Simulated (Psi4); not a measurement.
# CH4FSi (SMILES C[SiH]F) at UHF/aug-cc-pVDZ

What is the vertical electron affinity of CH4FSi at UHF/aug-cc-pVDZ? 

The calculation is run with Psi4 1.11.

1 further run of the same task is left out (set aside as unsound or not needed). Runs told in other sessions of the task aren't counted.

## 1. Starting point

The species is CH4FSi (7 atoms), meant as a doublet with charge 0. As SMILES, `C[SiH]F`. Geometry: relaxed at PBE0-D4/def2-TZVP.

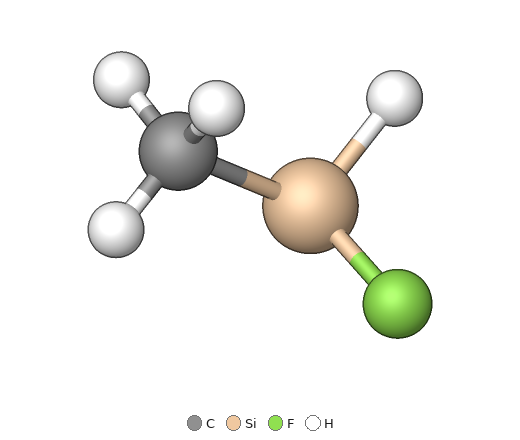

Viewed from a chosen angle; carbon grey, silicon light orange, fluorine green, hydrogen white.

## 2. Energy and forces at UHF/aug-cc-pVDZ

ch4fsi.inp reads:

```
memory 2200 mb

molecule {
  0 2
  C     -0.653500     0.389500    -0.298000
  Si     0.917400    -0.594100    -0.104100
  F      0.640700    -1.812800     0.909600
  H     -1.444900    -0.207800    -0.754100
  H     -0.470200     1.260900    -0.931700
  H     -1.000700     0.738300     0.679600
  H      2.011300     0.226000     0.498700
  symmetry c1
  no_reorient
  no_com
}

set {
  basis aug-cc-pVDZ
  reference uhf
  puream true
  e_convergence 1e-09
  d_convergence 1e-08
  scf_type pk
  maxiter 100
}

result, w = gradient("scf", return_wfn=True)
oeprop(w, "WIBERG_LOWDIN_INDICES", "LOWDIN_CHARGES", "DIPOLE", title="SCF")
```

Started as:

```bash
$ psi4 -n 1 ch4fsi.inp ch4fsi.out
```

ch4fsi.out:

```text
[...]
  Running in c1 symmetry.
[...]
  Nuclear repulsion =  106.882451970993884
[...]
  Multiplicity = 2
[...]
  Nalpha       = 17
  Nbeta        = 16
[...]
    Number of basis functions: 109
[...]
   @UHF iter   1:  -428.48759171179995   -7.14834e-01   4.28520e-03 DIIS/ADIIS
[...]
   @UHF iter  13:  -428.60841126835589   -2.27942e-11   8.25038e-09 DIIS
[...]
   @S^2 Observed:                7.530059551E-01
[...]
    Orbital Energies [Eh]
    ---------------------
    Alpha Occupied:
       1A    -68.835299     2A    -26.292107     3A    -11.230489
       4A     -6.177662     5A     -4.288894     6A     -4.281753
       7A     -4.279916     8A     -1.586456     9A     -0.967741
      10A     -0.757627    11A     -0.666172    12A     -0.661116
      13A     -0.610232    14A     -0.574939    15A     -0.563212
      16A     -0.471927    17A     -0.338125
    Alpha Virtual:
      18A      0.035285    19A      0.050148    20A      0.052277
      21A      0.055527    22A      0.080156    23A      0.081905
      24A      0.086341    25A      0.137117    26A      0.147607
[...]
  @UHF Final Energy:  -428.60841126835589
   => Energetics <=
    Nuclear Repulsion Energy =            106.8824519709938841
    One-Electron Energy =                -806.3137053488640049
    Two-Electron Energy =                 270.8228421095142266
    Total Energy =                       -428.6084112683558942
  UHF NO Occupations:
  HONO-2 :   15  A 1.9998420
  HONO-1 :   16  A 1.9988246
  HONO-0 :   17  A 1.0000000
  LUNO+0 :   18  A 0.0011754
  LUNO+1 :   19  A 0.0001580
[...]
  -Total Gradient:
     Atom            X                  Y                   Z
    ------   -----------------  -----------------  -----------------
       1        0.006058604174    -0.003600467653     0.000892444955
       2       -0.009766968878    -0.009689016690     0.007673926799
       3        0.002927457548     0.012121908313    -0.009695959566
       4       -0.000237310622    -0.000508314795    -0.000363740194
       5        0.000608251746     0.000382715038    -0.000515629645
       6       -0.000183539215     0.000237652047     0.001127397147
       7        0.000593505250     0.001055523739     0.000881560505
[...]
 Multipole Moments:
 ------------------------------------------------------------------------------------
     Multipole            Electronic (a.u.)      Nuclear  (a.u.)        Total (a.u.)
 ------------------------------------------------------------------------------------
 L = 1.  Multiply by 2.5417464519 to convert [e a0] to [Debye]
 Dipole X            :        -26.2562118           26.0487408           -0.2074710
 Dipole Y            :         38.9325126          -38.3202443            0.6122683
 Dipole Z            :         -8.7540475            8.3781008           -0.3759467
 Magnitude           :                                                    0.7478319
[...]
```

Run time: 12 s. Hardware: 1 thread of Intel Xeon 6975P-C (Granite Rapids), shared host; peak memory 0.54 GiB.

## 3. The singlet anion

calc.inp reads:

```
memory 2200 MB

molecule {
  -1 1
  C     -0.653500     0.389500    -0.298000
  Si     0.917400    -0.594100    -0.104100
  F      0.640700    -1.812800     0.909600
  H     -1.444900    -0.207800    -0.754100
  H     -0.470200     1.260900    -0.931700
  H     -1.000700     0.738300     0.679600
  H      2.011300     0.226000     0.498700
  symmetry c1
  no_reorient
  no_com
}

set globals {
  basis aug-cc-pVDZ
  reference rhf
  puream true
  e_convergence 1e-09
  d_convergence 1e-08
  scf_type pk
}

result = gradient('scf')
```

Started as:

```bash
$ psi4 -n 1 calc.inp calc.out
```

calc.out:

```text
[...]
  Running in c1 symmetry.
[...]
  Nuclear repulsion =  106.882451970993884
[...]
  Multiplicity = 1
[...]
  Nalpha       = 17
  Nbeta        = 17
[...]
    Number of basis functions: 109
[...]
   @RHF iter   1:  -428.42586350042473   -6.53106e-01   4.79463e-03 DIIS/ADIIS
[...]
   @RHF iter  13:  -428.58967537579974   -1.90994e-11   4.68997e-09 DIIS
[...]
    Orbital Energies [Eh]
    ---------------------
    Doubly Occupied:
       1A    -68.580521     2A    -26.085564     3A    -11.042038
       4A     -5.923010     5A     -4.029877     6A     -4.027975
       7A     -4.026834     8A     -1.381339     9A     -0.776452
      10A     -0.544110    11A     -0.460082    12A     -0.457940
      13A     -0.397612    14A     -0.387005    15A     -0.368923
      16A     -0.260721    17A     -0.023915
[...]
  @RHF Final Energy:  -428.58967537579974
   => Energetics <=
    Nuclear Repulsion Energy =            106.8824519709938841
    One-Electron Energy =                -813.3964182721509815
    Two-Electron Energy =                 277.9242909253573544
    Total Energy =                       -428.5896753757997431
[...]
 Multipole Moments:
 ------------------------------------------------------------------------------------
     Multipole            Electronic (a.u.)      Nuclear  (a.u.)        Total (a.u.)
 ------------------------------------------------------------------------------------
 L = 1.  Multiply by 2.5417464519 to convert [e a0] to [Debye]
 Dipole X            :        -28.1353165           26.0487408           -2.0865757
 Dipole Y            :         40.2221938          -38.3202443            1.9019495
 Dipole Z            :         -7.3289968            8.3781008            1.0491040
 Magnitude           :                                                    3.0119477
[...]
  -Total Gradient:
     Atom            X                  Y                   Z
    ------   -----------------  -----------------  -----------------
       1        0.017484150357    -0.014831709548    -0.020023428860
       2       -0.042562359834     0.007036893815     0.086878704077
       3        0.015254593148     0.025382221606    -0.044473398755
       4       -0.002405384655     0.000569715530     0.000160195689
       5       -0.001306297996     0.000640968967     0.000370292107
       6        0.009709316437    -0.005926716915    -0.002267258687
       7        0.003825982546    -0.012871373455    -0.020645105570
[...]
```

Run time: 11 s. Hardware: 1 thread of Intel Xeon 6975P-C (Granite Rapids), shared host; peak memory 0.54 GiB.

## 4. Summary of results

Level: UHF/aug-cc-pVDZ.

| quantity | value |
| --- | --- |
| doublet CH4FSi: total energy | -428.60841 Eh |
| doublet CH4FSi: dipole moment | 1.90 D |
| doublet CH4FSi: HOMO energy (highest over α and β) | -9.20 eV |
| doublet CH4FSi: LUMO energy (lowest over α and β) | 0.77 eV |
| doublet CH4FSi: ⟨S²⟩ | 0.753 |
| doublet CH4FSi: largest force on an atom | 0.812 eV/Å |
| singlet anion: total energy | -428.58968 Eh |
| singlet anion: HOMO energy | -0.65 eV |
| singlet anion: LUMO energy | 3.91 eV |
| singlet anion: HOMO–LUMO gap (to an unbound level, set by the basis) | 4.56 eV |
| singlet anion: largest force on an atom | 4.988 eV/Å |
| vertical electron affinity (to the singlet anion) | -0.510 eV |

**Reading.** The anion lies 0.51 eV (49.2 kJ/mol) above the neutral: the electron isn't bound at this level, and such a value depends on the basis. Hartree–Fock misses the correlation that binds many anions. The largest force (doublet CH4FSi) is 0.81 eV/Å: the shape isn't a stationary point for this species at this level. With no_com the log's rotational constants are taken about the origin, not the centre of mass, so they aren't the molecule's.
